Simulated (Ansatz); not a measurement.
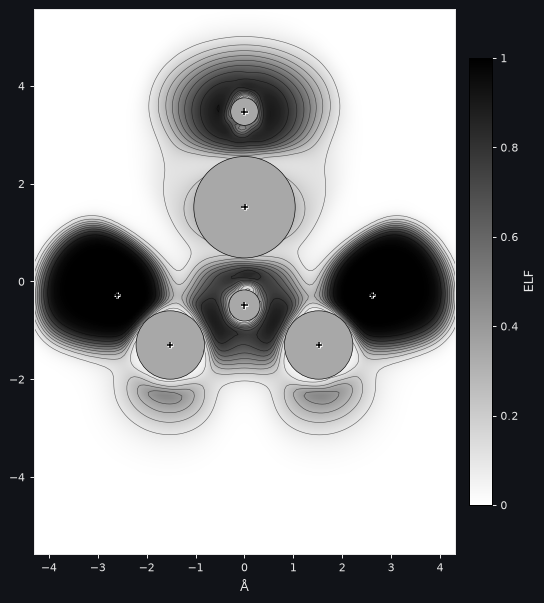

The ELF on a plane through atoms (crosses mark nuclei in the plane; grey discs cover the cores).

The calculation used Ansatz 0.2.0, RKS PBE0-D4/def2-TZVPP.

Candidates:
A. C3H3FMgO2 (SMILES [F][Mg-]1[O]C=CC=[O+]1)
B. C2H6F2InN (SMILES C[N](C)[In]([F])[F])
C. CdH7NOSi2 (SMILES [OH][Cd][N]([SiH3])[SiH3])

Q: Which candidate gave the map?

A: Candidate C: CdH7NOSi2 on the plane of atoms N3, Si4 and H9, which holds O, Cd, N, Si and H. Si–N (1.72 Å): the ELF peaks at about 0.90 between the atoms, as expected for a polar covalent bond. Cd–O (1.96 Å): the ELF peaks at about 0.80 in the valence shell of O, 0.6 Å from its nucleus, and is about 0.20 at the midpoint.
